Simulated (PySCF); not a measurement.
**C4H7FO3Si: density, localisation and related maps**

```xyz
16

C    -1.8312   -0.4458   -1.1471
C    -1.1122    0.5235   -0.2217
F    -2.0417    1.0769    0.6581
Si    0.2717   -0.2770    0.8602
C     0.9306    1.1354    2.0021
O     2.0270    1.6215    1.9231
C     1.6983   -0.8703   -0.2799
O     2.4225   -1.8073   -0.0756
O     1.8204   -0.0810   -1.3522
H    -2.2618   -1.2665   -0.5793
H    -2.6314    0.0645   -1.6799
H    -1.1257   -0.8465   -1.8689
H    -0.7313    1.3754   -0.8001
H    -0.2413   -1.3686    1.6875
H     0.2161    1.5153    2.7621
H     2.5824   -0.3407   -1.8999
```

Geometry: GFN2-xTB.

Level of theory: PBE0/pcSseg-1, SCF density, gas phase, non-relativistic (PySCF).

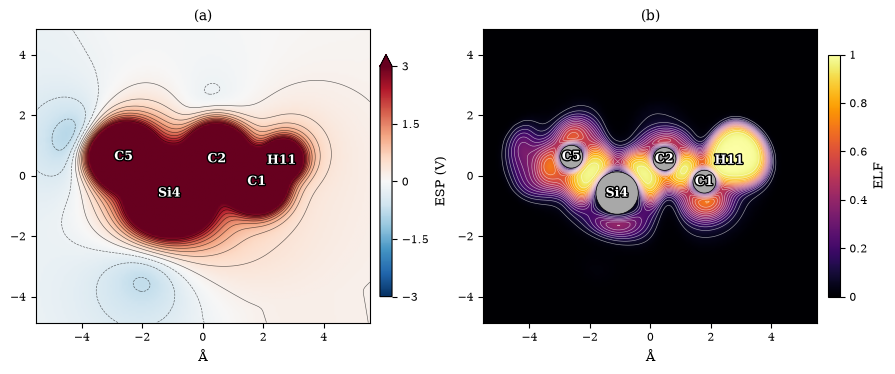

Figure 1. (a) electrostatic potential; (b) ELF on the plane of atoms C2, Si4 and C5. Grey discs cover the atomic cores in the ELF map.

What does the map show?

Answer.
- The plane passes through C, Si and H nuclei.
- C–C (1.52 Å): the ELF peaks at about 0.95 between the atoms; localised, covalent bonding.
- C–Si (1.93 Å): the ELF peaks at about 1 between the atoms, as expected for localised, covalent bonding.
- C–H (1.09 Å): the ELF climbs to about 1 towards the hydrogen, as it does in any bond to H (an ordinary covalent bond to hydrogen).
- Outside the dense part of the molecule the potential is most negative (−0.8 V) near O6, which lies off the plane.

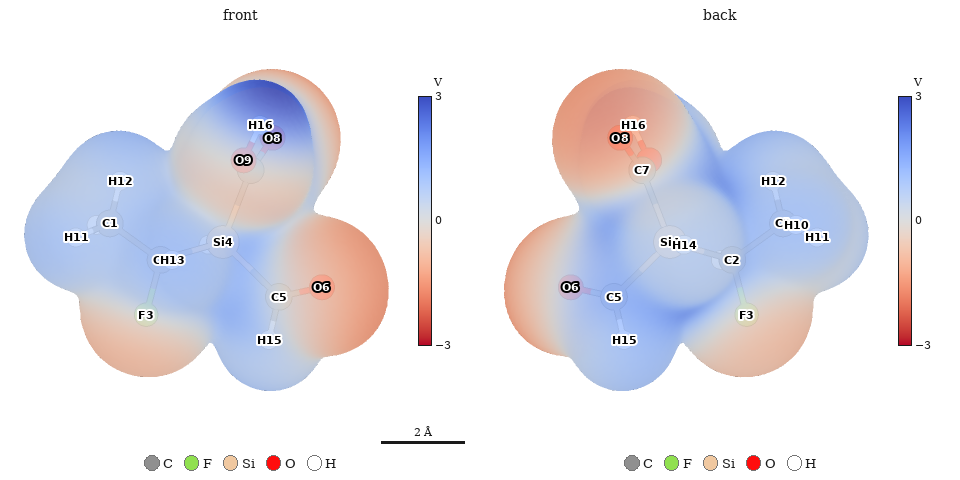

Figure 2. The molecular electrostatic potential painted on the density surface at 0.002 e/bohr³, seen from the front and from behind; red is negative and blue positive.

Which sites attract a positive test charge, and which a negative one?

Answer. A positive charge is drawn to the negative regions and a negative charge to the positive ones. The most negative region (about −1.4 V) lies over O6 and O8, the most positive (about +2.7 V) over H16.

How polar is the molecule by this calculation?

Answer. Its dipole moment is 2.74 D.
